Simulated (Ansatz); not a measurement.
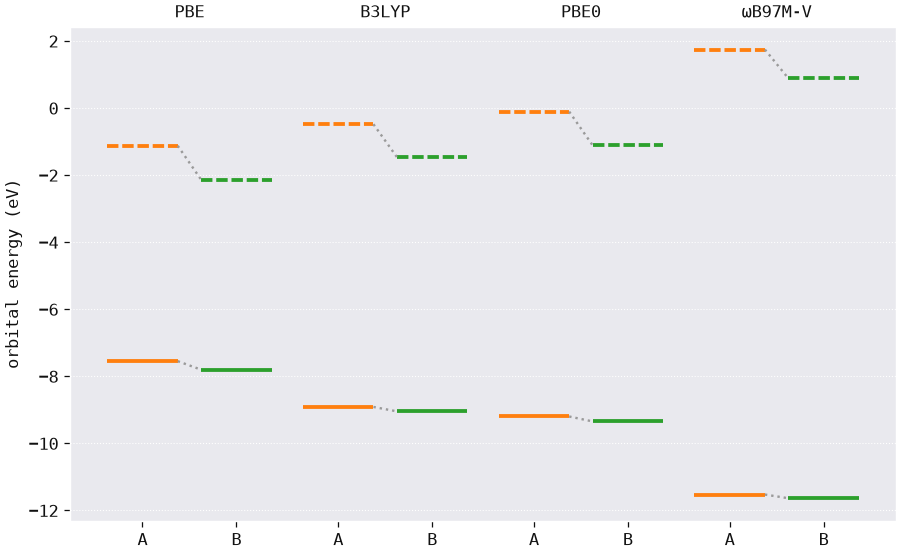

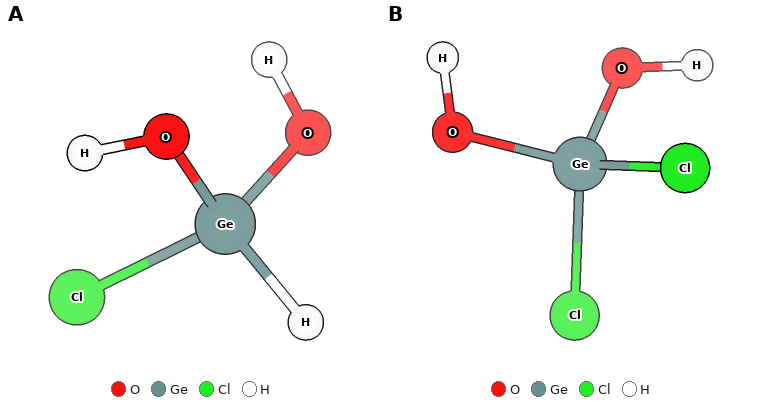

One change: A, GeH₃O₂Cl (SMILES [OH][GeH]([OH])[Cl]), becomes B, GeH₂O₂Cl₂ (SMILES [OH][Ge]([OH])([Cl])[Cl]). H on Ge is replaced by Cl. HOMO (solid) and LUMO (dashed) computed in def2-TZVPP at PBE0-D4/def2-TZVP geometries, both minima by their frequencies, gas phase, the Ansatz code. Empty levels above zero depend strongly on the basis.

What does the change do to HOMO and LUMO?

PBE: the HOMO falls by 0.26 eV, the LUMO falls by 1.02 eV, and the separation goes from 6.42 to 5.67 eV. B3LYP: the HOMO falls by 0.13 eV, the LUMO falls by 0.98 eV, and the separation goes from 8.43 to 7.58 eV. PBE0: the HOMO falls by 0.15 eV, the LUMO falls by 1.01 eV, and the separation goes from 9.09 to 8.23 eV. ωB97M-V: the HOMO falls by 0.11 eV, the LUMO falls by 0.86 eV, and the separation goes from 13.27 to 12.52 eV.

Do the functionals agree on the effect?

They agree on the direction for both levels; the HOMO shift lies between −0.26 and −0.11 eV and the LUMO shift between −1.02 and −0.86 eV, while the separations themselves differ by up to 6.9 eV between functionals.
